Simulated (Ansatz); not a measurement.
## Run report: In$_{2}$N$_{3}$ (charge −1), geometry relaxation (part 1 of 2)

System: In$_{2}$N$_{3}$, charge −1.
Method: RKS PBE0-D4/def2-SVPD (Ansatz 0.2.0).

The geometry: GFN1-xTB start.

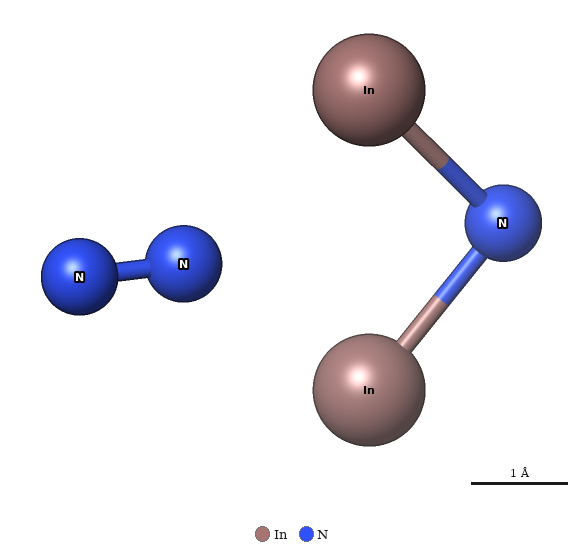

**Figure 1.** The starting structure (ball-and-stick view, seen at a tilt). Sticks mark near contacts.

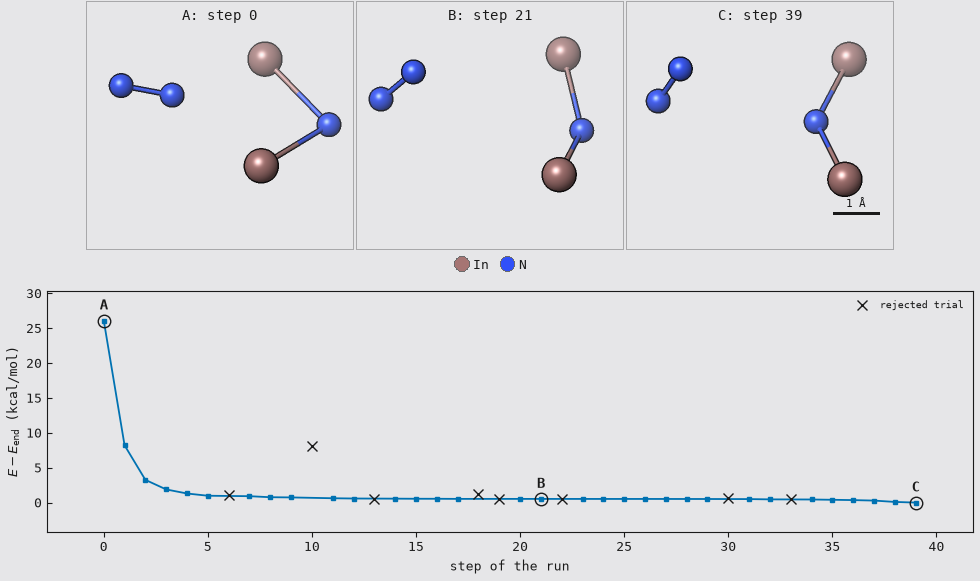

**Figure 2.** Frames of the relaxation (ball-and-stick view, seen at a tilt) above the curves, on which the letters mark them (the first geometry is step 0 here and step 1 in the log).

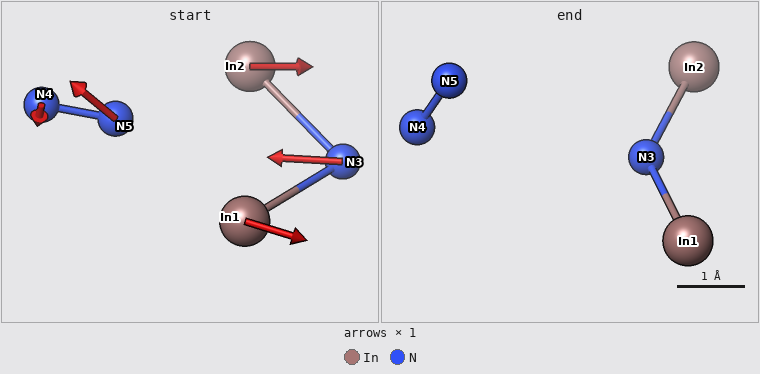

**Figure 3.** Before (left) and after (right) the relaxation, at one scale (ball-and-stick view, seen at a tilt). The red arrows give the displacements, at true length. The energy falls by 26.1 kcal/mol in 39 geometry steps. Largest force component: 4 eV/Å at the start, 0.013 eV/Å at the end. The line search rejected the trial steps at points 6, 10, 13, 18, 19, 22, 30, 33 (counted from 0) and went back. The largest move after the best rigid fit is that of N3, 1.16 Å. By element the largest moves are N 1.16 Å, In 1.00 Å. Distances before and after: In1–N3 2.239 → 2.010 Å, N4–N5 1.144 → 1.098 Å. Among the angles that change: In1–N3–In2 97.4° → 140.4°. (Atoms are counted from 1 in the order of the input.)

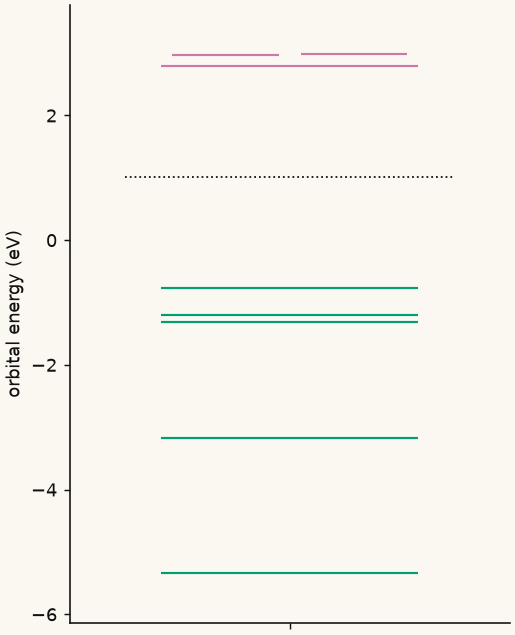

**Figure 4.** Orbital energies near the frontier; the dotted line parts filled from empty levels, and levels within 0.02 eV of each other stand side by side. Highest filled −0.77 eV, lowest empty 2.79 eV, 3.56 eV apart.

The input that produced these results follows, with the program's output.

Input
```yaml
crystal:
  periodic: [false, false, false]
  atoms:
    - {symbol: In, position_ang: [1.780230, -0.194770, 0.436140]}
    - {symbol: In, position_ang: [-0.989520, 1.470920, -0.500810]}
    - {symbol: N, position_ang: [1.169330, 1.895160, -0.086900]}
    - {symbol: N, position_ang: [-1.280660, -2.071620, 0.096850]}
    - {symbol: N, position_ang: [-0.679380, -1.099700, 0.054730]}
basis:
  gaussian: {orbitals: def2-SVPD}
total_charge: -1
hamiltonian: {xc: pbe0, dispersion: d4}
scf: {lower_state_search: "off"}
output: {orbitals: {seedname: orbitals}}
relax: {f_tol: 0.02, max_steps: 100}
```

Command:
```bash
ansatz run in.yaml --threads 4 --pin off --events-out ev --progress --plain --max-ram 4787MiB
```

What the program printed
```
Functional definition: PBE0
  name "PBE0"
  cite "Adamo & Barone, J. Chem. Phys. 110, 6158 (1999) doi:10.1063/1.478522"
  cite "Perdew, Burke & Ernzerhof, Phys. Rev. Lett. 77, 3865 (1996) doi:10.1103/PhysRevLett.77.3865"
  parent pbe
  parameter a = 0.25
  parameter kappa = 0.804
  parameter beta = 0.06672455060314922
  exchange = (1 - a)*pbe_x(kappa = kappa, mu = beta*pi^2/3) + a*exact_x
  correlation = pbe_c(beta = beta)
these checks for a lower state are left out or cut short: stability, starts, cluster_reference, orbital_swaps, neighbouring_geometries, increment
1580 factors; integrals over basis functions are off by at most 2.6e-4 eV
mean field evaluation 1: about -14796.2181 eV, gradient 6.5e1 eV
mean field evaluation 2: about -14555.6877 eV, gradient 2.1e2 eV
mean field evaluation 4: about -14806.5119 eV, gradient 3.3e1 eV
mean field evaluation 8: about -14809.2350 eV, gradient 9.0e-2 eV
mean field evaluation 16: about -14809.3158 eV, gradient 5.9e-4 eV
mean field -14809.31576586 eV, -544.2323162806 hartree, gradient 3.5e-6 eV, S^2 0.000000; 0 other end points of the search recorded, 0 dependent functions left out
the calculation of the forces begins
reference -14809.31580217 eV, -544.2323176151 hartree; 32, 32 occupied and 92, 92 virtual orbitals, 1580 factors
relax step   1: F+E_penalty+E_count = -14809.49077857 eV  Δ(F+E_penalty+E_count) = +0.000e0 eV  max|allowed force component| = 4.006e0 eV/Å  Δτ_max = 0.0000 Å  (20 SCF iters, accepted)
these checks for a lower state are left out or cut short: stability, starts, cluster_reference, orbital_swaps, neighbouring_geometries, increment
1580 factors; integrals over basis functions are off by at most 2.4e-4 eV
mean field evaluation 32: about -14810.0966 eV, gradient 3.0e-6 eV
mean field -14810.09662081 eV, -544.2610121708 hartree, gradient 3.0e-6 eV, S^2 0.000000; 0 other end points of the search recorded, 0 dependent functions left out
[... from here on the field's lines of each further geometry are left out, up to the last ...]
relax step   2: F+E_penalty+E_count = -14810.26669128 eV  Δ(F+E_penalty+E_count) = -7.759e-1 eV  max|allowed force component| = 8.384e-1 eV/Å  Δτ_max = 0.1973 Å  (31 SCF iters, accepted)
relax step   3: F+E_penalty+E_count = -14810.48152406 eV  Δ(F+E_penalty+E_count) = -2.148e-1 eV  max|allowed force component| = 3.451e-1 eV/Å  Δτ_max = 0.1948 Å  (29 SCF iters, accepted)
relax step   4: F+E_penalty+E_count = -14810.54099330 eV  Δ(F+E_penalty+E_count) = -5.947e-2 eV  max|allowed force component| = 2.886e-1 eV/Å  Δτ_max = 0.1621 Å  (29 SCF iters, accepted)
relax step   5: F+E_penalty+E_count = -14810.56621449 eV  Δ(F+E_penalty+E_count) = -2.522e-2 eV  max|allowed force component| = 1.602e-1 eV/Å  Δτ_max = 0.1874 Å  (27 SCF iters, accepted)
relax step   6: F+E_penalty+E_count = -14810.58013743 eV  Δ(F+E_penalty+E_count) = -1.392e-2 eV  max|allowed force component| = 7.389e-2 eV/Å  Δτ_max = 0.1390 Å  (28 SCF iters, accepted)
relax step   7: F+E_penalty+E_count = -14810.57840618 eV  Δ(F+E_penalty+E_count) = +1.731e-3 eV  max|allowed force component| = 1.236e0 eV/Å  Δτ_max = 0.0736 Å  (25 SCF iters, rejected (line search))
relax step   8: F+E_penalty+E_count = -14810.58294135 eV  Δ(F+E_penalty+E_count) = -2.804e-3 eV  max|allowed force component| = 1.985e-1 eV/Å  Δτ_max = 0.0361 Å  (22 SCF iters, accepted)
relax step   9: F+E_penalty+E_count = -14810.58937441 eV  Δ(F+E_penalty+E_count) = -6.433e-3 eV  max|allowed force component| = 2.099e-1 eV/Å  Δτ_max = 0.0983 Å  (21 SCF iters, accepted)
relax step  10: F+E_penalty+E_count = -14810.59057369 eV  Δ(F+E_penalty+E_count) = -1.199e-3 eV  max|allowed force component| = 3.111e-1 eV/Å  Δτ_max = 0.0248 Å  (23 SCF iters, accepted)
relax step  11: F+E_penalty+E_count = -14810.27288009 eV  Δ(F+E_penalty+E_count) = +3.177e-1 eV  max|allowed force component| = 7.063e0 eV/Å  Δτ_max = 0.1953 Å  (29 SCF iters, rejected (line search))
relax step  12: F+E_penalty+E_count = -14810.59573443 eV  Δ(F+E_penalty+E_count) = -5.161e-3 eV  max|allowed force component| = 1.406e-1 eV/Å  Δτ_max = 0.0976 Å  (25 SCF iters, accepted)
relax step  13: F+E_penalty+E_count = -14810.59735119 eV  Δ(F+E_penalty+E_count) = -1.617e-3 eV  max|allowed force component| = 2.894e-2 eV/Å  Δτ_max = 0.0529 Å  (23 SCF iters, accepted)
relax step  14: F+E_penalty+E_count = -14810.59731861 eV  Δ(F+E_penalty+E_count) = +3.258e-5 eV  max|allowed force component| = 5.065e-1 eV/Å  Δτ_max = 0.0592 Å  (23 SCF iters, rejected (line search))
relax step  15: F+E_penalty+E_count = -14810.59827877 eV  Δ(F+E_penalty+E_count) = -9.276e-4 eV  max|allowed force component| = 2.197e-2 eV/Å  Δτ_max = 0.0296 Å  (23 SCF iters, accepted)
relax step  16: F+E_penalty+E_count = -14810.59893835 eV  Δ(F+E_penalty+E_count) = -6.596e-4 eV  max|allowed force component| = 6.225e-2 eV/Å  Δτ_max = 0.0339 Å  (22 SCF iters, accepted)
relax step  17: F+E_penalty+E_count = -14810.59899038 eV  Δ(F+E_penalty+E_count) = -5.202e-5 eV  max|allowed force component| = 1.284e-1 eV/Å  Δτ_max = 0.0064 Å  (24 SCF iters, accepted)
relax step  18: F+E_penalty+E_count = -14810.59970358 eV  Δ(F+E_penalty+E_count) = -7.132e-4 eV  max|allowed force component| = 1.330e-2 eV/Å  Δτ_max = 0.0488 Å  (23 SCF iters, accepted)
relax step  19: F+E_penalty+E_count = -14810.56729829 eV  Δ(F+E_penalty+E_count) = +3.241e-2 eV  max|allowed force component| = 2.715e0 eV/Å  Δτ_max = 0.1079 Å  (24 SCF iters, rejected (line search))
relax step  20: F+E_penalty+E_count = -14810.59732105 eV  Δ(F+E_penalty+E_count) = +2.383e-3 eV  max|allowed force component| = 7.492e-1 eV/Å  Δτ_max = 0.0527 Å  (22 SCF iters, rejected (line search))
relax step  21: F+E_penalty+E_count = -14810.59978304 eV  Δ(F+E_penalty+E_count) = -7.946e-5 eV  max|allowed force component| = 7.330e-2 eV/Å  Δτ_max = 0.0179 Å  (24 SCF iters, accepted)
relax step  22: F+E_penalty+E_count = -14810.59990684 eV  Δ(F+E_penalty+E_count) = -1.238e-4 eV  max|allowed force component| = 2.405e-3 eV/Å  Δτ_max = 0.0267 Å  (23 SCF iters, accepted)
relax step  23: F+E_penalty+E_count = -14810.59959708 eV  Δ(F+E_penalty+E_count) = +3.098e-4 eV  max|allowed force component| = 1.485e-1 eV/Å  Δτ_max = 0.1036 Å  (25 SCF iters, rejected (line search))
relax step  24: F+E_penalty+E_count = -14810.59997847 eV  Δ(F+E_penalty+E_count) = -7.163e-5 eV  max|allowed force component| = 6.839e-2 eV/Å  Δτ_max = 0.0508 Å  (23 SCF iters, accepted)
relax step  25: F+E_penalty+E_count = -14810.60001274 eV  Δ(F+E_penalty+E_count) = -3.427e-5 eV  max|allowed force component| = 2.063e-2 eV/Å  Δτ_max = 0.0042 Å  (17 SCF iters, accepted)
relax step  26: F+E_penalty+E_count = -14810.60004735 eV  Δ(F+E_penalty+E_count) = -3.461e-5 eV  max|allowed force component| = 4.371e-3 eV/Å  Δτ_max = 0.0138 Å  (24 SCF iters, accepted)
relax step  27: F+E_penalty+E_count = -14810.60006202 eV  Δ(F+E_penalty+E_count) = -1.467e-5 eV  max|allowed force component| = 4.695e-2 eV/Å  Δτ_max = 0.0588 Å  (22 SCF iters, accepted)
relax step  28: F+E_penalty+E_count = -14810.60016491 eV  Δ(F+E_penalty+E_count) = -1.029e-4 eV  max|allowed force component| = 2.001e-2 eV/Å  Δτ_max = 0.0114 Å  (26 SCF iters, accepted)
relax step  29: F+E_penalty+E_count = -14810.60027759 eV  Δ(F+E_penalty+E_count) = -1.127e-4 eV  max|allowed force component| = 3.046e-2 eV/Å  Δτ_max = 0.0412 Å  (23 SCF iters, accepted)
relax step  30: F+E_penalty+E_count = -14810.60040252 eV  Δ(F+E_penalty+E_count) = -1.249e-4 eV  max|allowed force component| = 5.358e-2 eV/Å  Δτ_max = 0.0485 Å  (23 SCF iters, accepted)
relax step  31: F+E_penalty+E_count = -14810.59170322 eV  Δ(F+E_penalty+E_count) = +8.699e-3 eV  max|allowed force component| = 4.098e-1 eV/Å  Δτ_max = 0.1967 Å  (27 SCF iters, rejected (line search))
relax step  32: F+E_penalty+E_count = -14810.60095338 eV  Δ(F+E_penalty+E_count) = -5.509e-4 eV  max|allowed force component| = 7.841e-2 eV/Å  Δτ_max = 0.0519 Å  (23 SCF iters, accepted)
relax step  33: F+E_penalty+E_count = -14810.60268792 eV  Δ(F+E_penalty+E_count) = -1.735e-3 eV  max|allowed force component| = 7.905e-2 eV/Å  Δτ_max = 0.0976 Å  (23 SCF iters, accepted)
relax step  34: F+E_penalty+E_count = -14810.60250696 eV  Δ(F+E_penalty+E_count) = +1.810e-4 eV  max|allowed force component| = 5.705e-1 eV/Å  Δτ_max = 0.0635 Å  (22 SCF iters, rejected (line search))
relax step  35: F+E_penalty+E_count = -14810.60350398 eV  Δ(F+E_penalty+E_count) = -8.161e-4 eV  max|allowed force component| = 5.609e-2 eV/Å  Δτ_max = 0.0310 Å  (23 SCF iters, accepted)
relax step  36: F+E_penalty+E_count = -14810.60530368 eV  Δ(F+E_penalty+E_count) = -1.800e-3 eV  max|allowed force component| = 6.482e-2 eV/Å  Δτ_max = 0.0732 Å  (23 SCF iters, accepted)
relax step  37: F+E_penalty+E_count = -14810.60724190 eV  Δ(F+E_penalty+E_count) = -1.938e-3 eV  max|allowed force component| = 1.479e-1 eV/Å  Δτ_max = 0.1097 Å  (21 SCF iters, accepted)
relax step  38: F+E_penalty+E_count = -14810.61024884 eV  Δ(F+E_penalty+E_count) = -3.007e-3 eV  max|allowed force component| = 1.125e-1 eV/Å  Δτ_max = 0.0723 Å  (23 SCF iters, accepted)
the calculation of the forces begins
reference -14810.44382384 eV, -544.2737716468 hartree; 32, 32 occupied and 92, 92 virtual orbitals, 1580 factors
relax step  39: F+E_penalty+E_count = -14810.61860315 eV  Δ(F+E_penalty+E_count) = -8.354e-3 eV  max|allowed force component| = 9.972e-2 eV/Å  Δτ_max = 0.2000 Å  (27 SCF iters, accepted)
these checks for a lower state are left out or cut short: stability, starts, cluster_reference, orbital_swaps, neighbouring_geometries, increment
1580 factors; integrals over basis functions are off by at most 6.7e-4 eV
mean field -14810.44574526 eV, -544.2738422575 hartree, gradient 9.7e-6 eV, S^2 0.000000; 0 other end points of the search recorded, 0 dependent functions left out
the calculation of the forces begins
reference -14810.44578275 eV, -544.2738436353 hartree; 32, 32 occupied and 92, 92 virtual orbitals, 1580 factors
relax step  40: F+E_penalty+E_count = -14810.62270697 eV  Δ(F+E_penalty+E_count) = -4.104e-3 eV  max|allowed force component| = 1.252e-2 eV/Å  Δτ_max = 0.1289 Å  (23 SCF iters, accepted)
Total energy: -14810.62274446 eV, -544.2803468583 hartree
Atom 0 at     2.430280     0.543903     0.597137 Å, force     0.003948    -0.000222    -0.003004 eV/Å
Atom 1 at    -0.654591     2.417773    -0.533149 Å, force     0.002598    -0.000929    -0.003756 eV/Å
Atom 2 at     0.617793     0.899268    -0.194722 Å, force    -0.012521    -0.007135     0.009321 eV/Å
Atom 3 at    -1.123847    -2.118024    -0.445497 Å, force     0.002278     0.005204     0.002455 eV/Å
Atom 4 at    -1.269635    -1.742929     0.576240 Å, force     0.003696     0.003081    -0.005016 eV/Å
Dipole moment:    -0.110677    -0.133530     0.079396 e Å
Checks for a lower state left out: stability, starts, cluster_reference, orbital_swaps, neighbouring_geometries, increment
```

Trajectory as extended XYZ (Å, eV, eV/Å), 40 frames, from step=1 to step=40
```
5
Properties=species:S:1:pos:R:3:forces:R:3 step=1 energy=-14809.49078
In    1.7802   -0.1948    0.4361   -0.1041   2.1629  -0.4195
In   -0.9895    1.4709   -0.5008    1.9896   0.9039   0.2888
N     1.1693    1.8952   -0.0869   -1.4229  -2.3165   0.0973
N    -1.2807   -2.0716    0.0969    2.0163   3.2562  -0.1378
N    -0.6794   -1.0997    0.0547   -2.4788  -4.0064   0.1712
5
Properties=species:S:1:pos:R:3:forces:R:3 step=2 energy=-14810.26669
In    1.8245   -0.0041    0.4118    0.7184  -0.3295   0.2244
In   -0.8390    1.5979   -0.4893   -0.6201   0.4805  -0.2293
N     1.1149    1.8054   -0.0840    0.1793   0.2990  -0.0159
N    -1.3417   -2.1711    0.1028    0.2404   0.3884  -0.0176
N    -0.7587   -1.2281    0.0586   -0.5180  -0.8384   0.0385
5
Properties=species:S:1:pos:R:3:forces:R:3 step=3 energy=-14810.48152
In    2.0089    0.0496    0.4438    0.0408   0.3237  -0.0506
In   -0.8751    1.7846   -0.5319    0.2735   0.1846   0.0279
N     1.1161    1.8071   -0.0846   -0.1813  -0.2926   0.0126
N    -1.4147   -2.2894    0.1088    0.0800   0.1295  -0.0060
N    -0.8352   -1.3519    0.0638   -0.2129  -0.3451   0.0161
5
Properties=species:S:1:pos:R:3:forces:R:3 step=4 energy=-14810.54099
In    2.1387    0.1241    0.4451   -0.1232   0.2630  -0.0657
In   -0.8610    1.9285   -0.5697    0.2886   0.0156   0.0736
N     1.1059    1.7899   -0.0850   -0.0988  -0.1732  -0.0172
N    -1.4594   -2.3985    0.0464    0.0241   0.0328  -0.0127
N    -0.9241   -1.4441    0.1633   -0.0906  -0.1383   0.0219
5
Properties=species:S:1:pos:R:3:forces:R:3 step=5 energy=-14810.56621
In    2.2461    0.2280    0.4619   -0.0326   0.0244  -0.0095
In   -0.8252    2.0953   -0.5846    0.0648  -0.0304   0.0245
N     1.1072    1.7805   -0.1193   -0.0084   0.0317  -0.0248
N    -1.5390   -2.5094   -0.0122    0.0929   0.1344   0.0070
N    -0.9891   -1.5944    0.2543   -0.1168  -0.1602   0.0028
5
Properties=species:S:1:pos:R:3:forces:R:3 step=6 energy=-14810.58014
In    2.2297    0.2597    0.4972    0.0094  -0.0020  -0.0032
In   -0.8113    2.0768   -0.5233   -0.0045   0.0064  -0.0075
N     1.1595    1.8028   -0.2252   -0.0044  -0.0093  -0.0001
N    -1.4929   -2.5262   -0.1019   -0.0112  -0.0533  -0.0631
N    -1.0850   -1.6132    0.3532    0.0108   0.0582   0.0739
```
